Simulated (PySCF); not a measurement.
**C4H7NSi: electronic excitations**

What electronic excitations should C4H7NSi (`C#C[Si@@H](N)C=C`) show?

Programs: PySCF 2.14.0, with density-fitted response routines of our own. Each step states its level of theory. These are calculated values for one molecule in the gas phase, unless marked as measured. Atoms count from 0, in the outputs and in this text.

## (1) The molecule as given

13 atoms, charge 0, multiplicity 1; geometry from: GFN2-xTB.

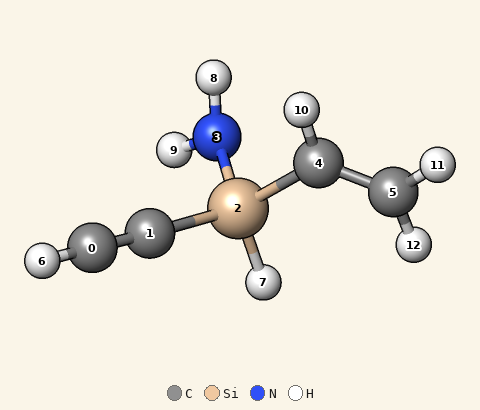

The starting geometry (carbon grey, silicon light orange, nitrogen blue, hydrogen white), atoms numbered.

## (2) Ultraviolet spectrum: PBE0/def2-SVPD

What the job is given:

```
{"job": {"kind": "uv", "xc": "PBE0", "basis": "def2-SVPD", "nstates": 8, "ntriplets": 3}, "charge": 0, "multiplicity": 1}
C      2.441170    -1.596996     0.823378
C      1.556163    -0.794984     0.684171
Si     0.205281     0.463661     0.427965
N      0.705442     1.884442    -0.417791
C     -1.102693    -0.376106    -0.637269
C     -2.369050    -0.531856    -0.291606
H      3.210015    -2.304716     0.952323
H     -0.277302     0.913807     1.735597
H      0.829544     1.847440    -1.416901
H      1.419410     2.464589    -0.008242
H     -0.783406    -0.774588    -1.594087
H     -3.089825    -1.031367    -0.922676
H     -2.749137    -0.162840     0.647410
```

With the program's defaults for keys left out, this is: TDDFT PBE0/def2-SVPD, vertical, gas phase, core orbitals frozen in the response.

Launch:

```sh
$ OMP_NUM_THREADS=1 python probes_run.py task.json out
```

The driver reads the jobs from task.json and runs them one after another.

The program printed:

```text
coarse grid: 11376 points
cycle   1  E = -500.0751793191  dE =  5.091e-01  |g| = 5.312e-01  |ddm| = 7.973e+00
cycle   2  E = -500.0491812792  dE =  2.600e-02  |g| = 6.264e-01  |ddm| = 2.468e+00
cycle   3  E = -500.1423413163  dE = -9.316e-02  |g| = 1.194e-01  |ddm| = 1.084e+00
cycle   4  E = -500.1455333302  dE = -3.192e-03  |g| = 4.638e-02  |ddm| = 2.104e-01
cycle   5  E = -500.1459960963  dE = -4.628e-04  |g| = 2.007e-02  |ddm| = 8.014e-02
cycle   6  E = -500.1460965510  dE = -1.005e-04  |g| = 2.236e-03  |ddm| = 2.842e-02
cycle   7  E = -500.1460976716  dE = -1.121e-06  |g| = 9.653e-04  |ddm| = 6.612e-03
final grid: 105360 points
cycle   8  E = -500.2101919845  dE = -2.093e-05  |g| = 7.120e-03  |ddm| = 1.011e-01
cycle   9  E = -500.2101861450  dE =  5.840e-06  |g| = 8.864e-03  |ddm| = 2.498e-02
cycle  10  E = -500.2102045379  dE = -1.839e-05  |g| = 9.568e-04  |ddm| = 1.249e-02
cycle  11  E = -500.2102047801  dE = -2.422e-07  |g| = 1.662e-04  |ddm| = 1.616e-03
cycle  12  E = -500.2102047853  dE = -5.164e-09  |g| = 9.000e-05  |ddm| = 3.997e-04
cycle  13  E = -500.2102047872  dE = -1.959e-09  |g| = 2.532e-05  |ddm| = 1.433e-04
cycle  14  E = -500.2102047874  dE = -1.360e-10  |g| = 1.290e-05  |ddm| = 6.241e-05
converged SCF energy = -500.2102047874

Static polarisability (au): isotropic 80.123, principal 64.313 74.943 101.114

Singlet excitations
state   eV       nm        f      main configurations
  1   5.7764    214.6   0.02253   H->L 0.88
  2   5.9954    206.8   0.01625   H-1->L 0.33, H-2->L 0.30, H-1->L+1 0.09
  3   6.1933    200.2   0.00929   H->L+1 0.49, H-3->L+1 0.15, H-1->L 0.13
  4   6.3277    195.9   0.00404   H-3->L 0.34, H-2->L 0.18, H-1->L+1 0.18
  5   6.6830    185.5   0.04216   H-1->L+1 0.26, H-4->L 0.20, H->L+1 0.19
  6   6.7902    182.6   0.01014   H->L+2 0.30, H->L+1 0.16, H-3->L+1 0.16
  7   6.9293    178.9   0.14647   H-2->L 0.28, H->L+2 0.22, H-1->L 0.19
  8   6.9730    177.8   0.07102   H->L+2 0.27, H-2->L+1 0.15, H-4->L 0.13

Triplet excitations (Tamm-Dancoff, eV): 4.3236 4.9379 5.3779
```

Wall time 40 s (1 thread of Arm Neoverse N1, shared host); peak memory 0.66 GiB.

Frontier orbitals and where they lie:

| orbital | eV | atoms |
| --- | --- | --- |
| HOMO−3 | -8.35 | C1 29 %, C0 28 %, C4 11 % |
| HOMO−2 | -8.20 | C1 24 %, C0 23 %, C4 16 % |
| HOMO−1 | -7.97 | C1 22 %, C0 21 %, C4 20 % |
| HOMO | -7.52 | N3 57 %, C1 10 %, C0 9 % |
| LUMO | -0.57 | C5 27 %, C4 22 %, Si2 12 % |
| LUMO+1 | 0.18 | C0 28 %, C1 25 %, Si2 18 % |
| LUMO+2 | 0.55 | C1 18 %, C0 16 %, C4 15 % |

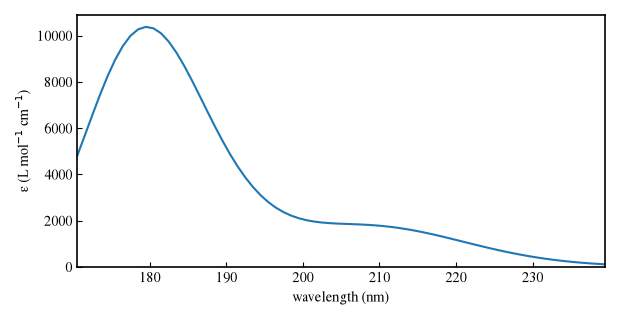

Absorption spectrum: each of the 8 states is a Gaussian band of 0.4 eV half-width at 1/e. Beyond the last state computed it falls off for lack of states.

Further results of this job:

| property | computed |
| --- | --- |
| dipole moment (D) | 0.95 |
| polarisability (Å³) | 11.87 |
| HOMO–LUMO gap (eV) | 6.95 |
| −ε(HOMO) (eV) | 7.52 |

## (3) Summary of results

| quantity | value |
| --- | --- |
| lowest singlet (PBE0/def2-SVPD) | 5.78 eV (215 nm), f = 0.023 |
| brightest single state of those computed | state 7, 6.93 eV, f = 0.146 |
| lowest triplet | 4.32 eV |

In words: The first singlet state (HOMO→LUMO 0.88) lies at 5.78 eV and is weak; of the 8 states computed, the strongest absorption comes from state 7 at 6.93 eV (the last state computed is bright too, and its partners may lie past the list). The lowest triplet lies 1.45 eV below the lowest singlet (triplets in Tamm-Dancoff, singlets in full TDDFT).
